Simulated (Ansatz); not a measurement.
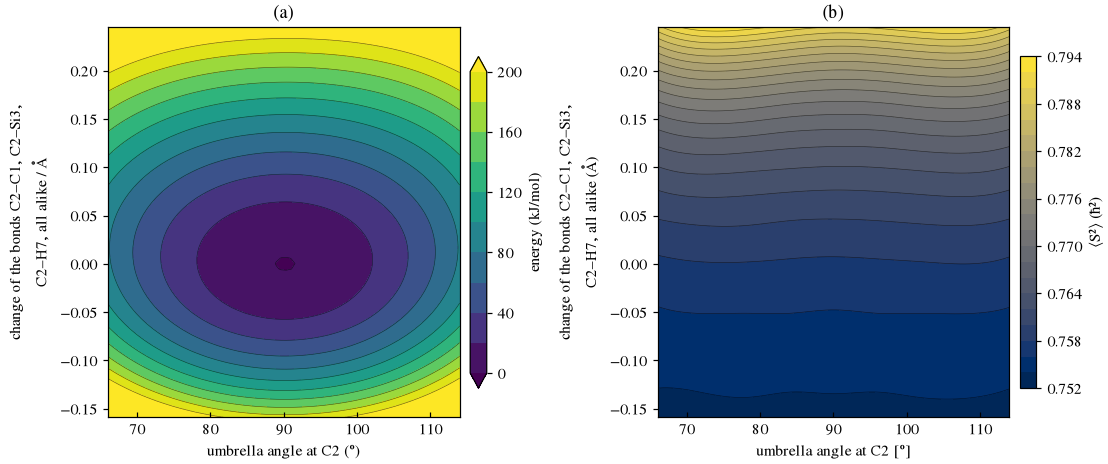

C2H5O2Si, SMILES [CH]=C[SiH](O)O, spin multiplicity 2. 
- Coordinates scanned: (1) umbrella angle at C2 (between each of its bonds and their common axis; 90 is planar); (2) change of the bonds C2–C1, C2–Si3, C2–H7, all alike.
- Nothing is relaxed (all other coordinates rigid).
- The grid has 9 × 9 points.
- Points are written as (first, second).
- Energies: kJ/mol, counted from the lowest grid point.
- Method: Ansatz 0.2.0, UKS PBE-D4/def2-SVP.

Panel (a) is the energy and panel (b) the computed ⟨S²⟩ on the same grid.

The picture shows filled contours, one colour for all values above the top of the scale. Between grid points the surface is interpolated.

How does the ⟨S²⟩ vary over the map, and what is it at the lowest grid point?

Leaving out the highest fifth of the energies, it runs from 0.75 ħ² at (84°, −0.159 Å) to 0.78 ħ² at (72°, 0.195 Å). At the lowest grid point, (90°, −0.007 Å), it is 0.76 ħ².

```csv
"second ↓, first →",66,72,78,84,90,96,102,108,114
0.245,0.79,0.79,0.79,0.79,0.79,0.79,0.79,0.79,0.79
0.195,0.78,0.78,0.78,0.78,0.78,0.78,0.78,0.78,0.78
0.144,0.77,0.77,0.77,0.77,0.77,0.77,0.77,0.77,0.77
0.094,0.76,0.76,0.76,0.76,0.76,0.76,0.76,0.76,0.76
0.043,0.76,0.76,0.76,0.76,0.76,0.76,0.76,0.76,0.76
−0.007,0.76,0.76,0.76,0.76,0.76,0.76,0.76,0.76,0.76
−0.058,0.76,0.76,0.76,0.76,0.76,0.76,0.76,0.76,0.76
−0.108,0.75,0.75,0.75,0.75,0.75,0.75,0.75,0.75,0.75
−0.159,0.75,0.75,0.75,0.75,0.75,0.75,0.75,0.75,0.75
```
